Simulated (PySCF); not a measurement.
# F3H4NSi2 ((F)3Si-NH-SiH3): the cost of one run

Programs: PySCF 2.14.0, with density-fitted response routines of our own. Each step states its level of theory. These are calculated values for one molecule in the gas phase, unless marked as measured. Atoms count from 0, in the outputs and in this text.

## (1) The starting structure

10 atoms, charge 0, multiplicity 1; geometry from: GFN2-xTB. The atoms were then displaced at random by about 0.03 Å, so the start is not that level's minimum.

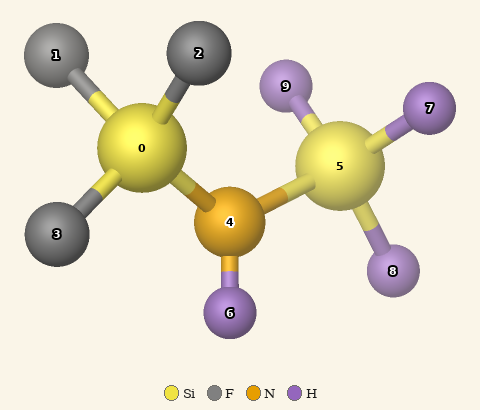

As it starts; silicon yellow, fluorine grey, nitrogen amber, hydrogen purple, atoms numbered.

## (2) Relaxing the molecule at PBE0-D3(BJ)/def2-SVP

What the job is given:

```
{"job": {"xc": "PBE0", "basis": "def2-SVP", "d3": "d3bj", "grid": 1, "maxiter": 40, "shake": 0.03, "kind": "geom"}, "charge": 0, "multiplicity": 1}
Si    -0.520070    -1.022160    -0.972510
F     -1.726730    -0.063910    -1.649380
F     -1.448750    -1.933170    -0.063430
F      0.133040    -1.832650    -2.148700
N      0.611420    -0.066480    -0.236670
Si     0.382930     1.070360     1.127710
H      1.594260    -0.231680    -0.495610
H     -0.034440     0.321200     2.282330
H      1.725160     1.627230     1.401050
H     -0.592180     2.054510     0.759620
```

Launch:

```bash
> OMP_NUM_THREADS=1 python probes_run.py task.json out
```

The driver reads the jobs from task.json and runs them one after another.

Q: Estimate the wall time and peak memory of this first job on 1 thread of AMD EPYC, shared host.

About 2.8 min, with a peak of 0.45 GiB.
